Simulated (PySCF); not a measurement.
CH₈NP₂Si: EPR calculation

CH₈NP₂Si, multiplicity 2, SMILES [CH2]N[SiH](P)P, computed with UKS B3LYP, pcH-1 on C H N P Si, non-relativistic, mean-field spin-orbit, GIAO (PySCF 2.14.0).

It belongs to a series of runs on one base structure; here: H removed from sp3 C.

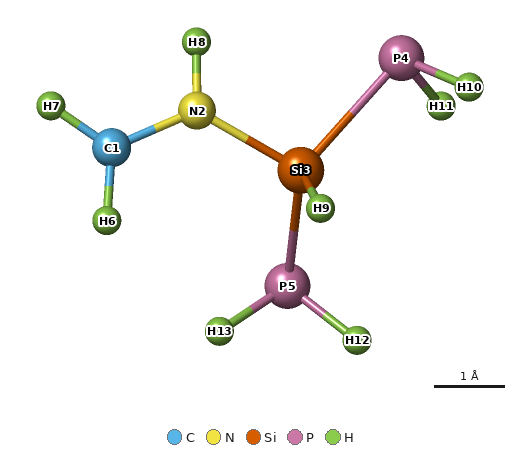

Figure 1. The structure (ball-and-stick view, seen at a tilt; atoms are numbered from 1 in the order of the input).

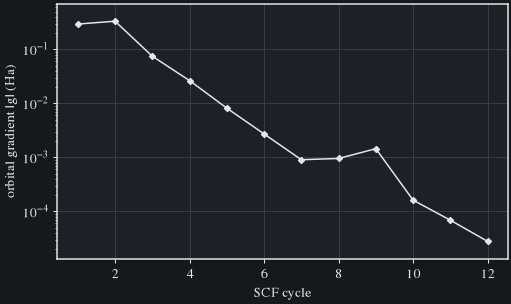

Figure 2. Convergence of the self-consistent field: orbital gradient |g| against the SCF cycle. All cycles printed in the log are drawn one after another.

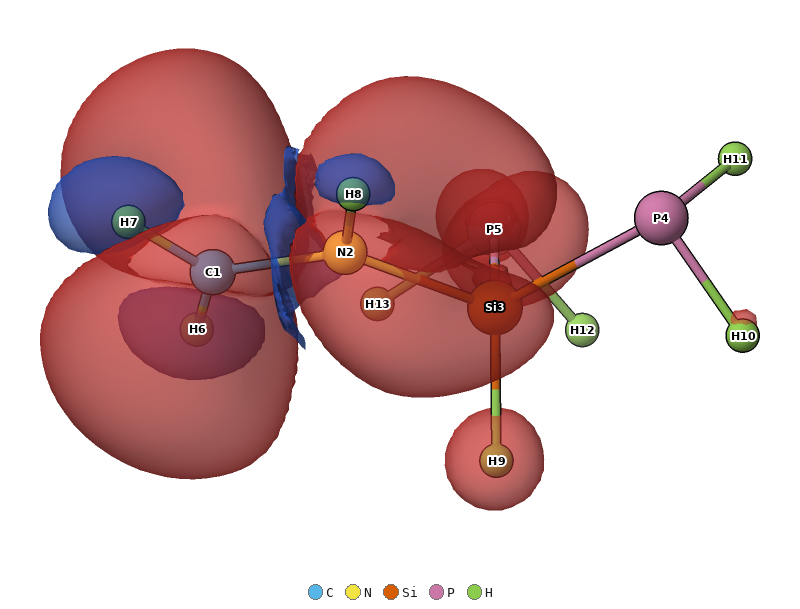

Figure 3. Isosurfaces of the spin density (α minus β) at +0.004 (red) and −0.004 e/Å³ (blue), seen from the side. The unpaired spin (1 electron) lies mostly on C1 (about 0.6) and N2 (about 0.2), in electrons by Hirshfeld's partition.

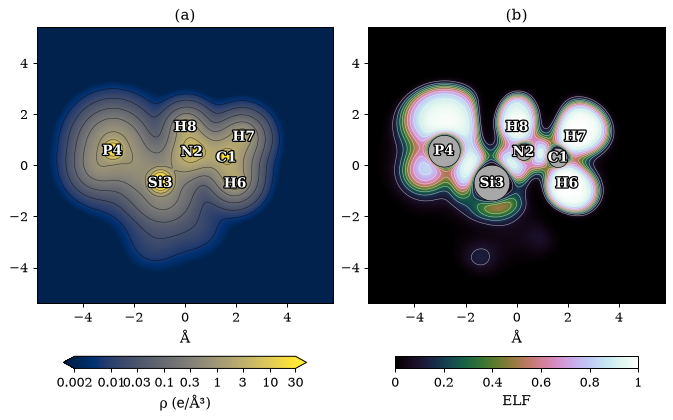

Figure 4. (a) total electron density; (b) ELF on the plane of atoms N2, C1 and H6. Grey discs, where drawn, cover atomic cores. The plane passes through C, N, Si, P and H nuclei. Si–P (2.24 Å): ρ at the midpoint is about 0.73 e/Å³; the ELF peaks at about 0.95 between the atoms, which marks a shared electron pair. N–H (1.01 Å): ρ is about 3.1 e/Å³ halfway, with its minimum of 2.2 e/Å³ about 0.8 Å from N; the ELF climbs to about 1 towards the hydrogen, as it does in any bond to H (a covalent bond by its length).

The input that produced these results follows, with the program's output.

Input file
```
{"job": {"kind": "epr", "basis": "pcH-1"}, "charge": 0, "multiplicity": 2}
C     -0.957693    -2.067689    -0.299508
N     -1.082026    -0.711595    -0.283435
Si    -0.000585     0.416058     0.466844
P     -0.880568     2.391929    -0.128527
P      2.106940     0.036423    -0.293410
H     -0.132556    -2.506255     0.221023
H     -1.608689    -2.662124    -0.904926
H     -1.858079    -0.359610    -0.825414
H     -0.074754     0.208732     1.930167
H     -0.723828     2.967572     1.116041
H      0.308786     2.928644    -0.584931
H      2.739152     0.593669     0.807325
H      2.159511    -1.235268     0.246656
```

The first line tells a small driver script what to run in PySCF; the rest is the geometry in Å.

Run as:
```bash
OMP_NUM_THREADS=1 python <driver script> task.json out
```

Output
```
UKS, coarse grid
  cycle   1  E = -1069.84344118  |g| = 2.93e-01
  cycle   2  E = -1069.82570434  |g| = 3.31e-01
  cycle   3  E = -1069.87505129  |g| = 7.46e-02
  cycle   4  E = -1069.87720154  |g| = 2.64e-02
  cycle   5  E = -1069.87751263  |g| = 8.17e-03
  cycle   6  E = -1069.87754616  |g| = 2.72e-03
  cycle   7  E = -1069.87755196  |g| = 9.07e-04
UKS, final grid
  cycle   1  E = -1069.87759931  |g| = 9.57e-04
  cycle   2  E = -1069.87759889  |g| = 1.45e-03
  cycle   3  E = -1069.87759980  |g| = 1.62e-04
  cycle   4  E = -1069.87759981  |g| = 6.90e-05
  cycle   5  E = -1069.87759982  |g| = 2.80e-05
E = -1069.87759982 Eh   <S^2> = 0.7532 (exact 0.7500)
g shifts (ppm)      1          2          3
  rmc          -158       -158       -158
  gc              1         26         26
  oz_so         217        740       1308
  total          60        609       1176
hyperfine (MHz)  atom isotope    a_iso     a_fc   dipolar eigenvalues
    0   13C      71.31      71.38    -69.34    -68.56    137.90
    1   14N       3.23       3.26    -10.03     -9.22     19.25
    2  29Si       4.07       4.02     -4.94      2.22      2.73
    3   31P      -7.21      -7.22     -0.88     -0.16      1.05
    4   31P      24.91      25.03     -8.66     -7.00     15.65
    5    1H     -55.72     -55.73    -33.87      0.98     32.89
    6    1H     -55.74     -55.76    -34.29      1.38     32.90
    7    1H     -12.78     -12.79    -10.94     -4.96     15.90
    8    1H      16.09      16.09     -2.16     -1.96      4.12
    9    1H       4.77       4.77     -0.77     -0.72      1.49
   10    1H       3.36       3.36     -0.81     -0.75      1.56
   11    1H      -1.23      -1.24     -1.14     -0.58      1.72
   12    1H      -1.62      -1.63     -2.15     -1.51      3.66
```

Summary

| quantity | value |
| --- | --- |
| outcome | converged |
| total energy | −1069.877600 hartree |
| ⟨S²⟩ | 0.753 |
| isotropic g | 2.0029 |
| hardware | 1 CPU thread, shared host |
| wall time | 69 s |
| peak memory | 0.8 GiB |
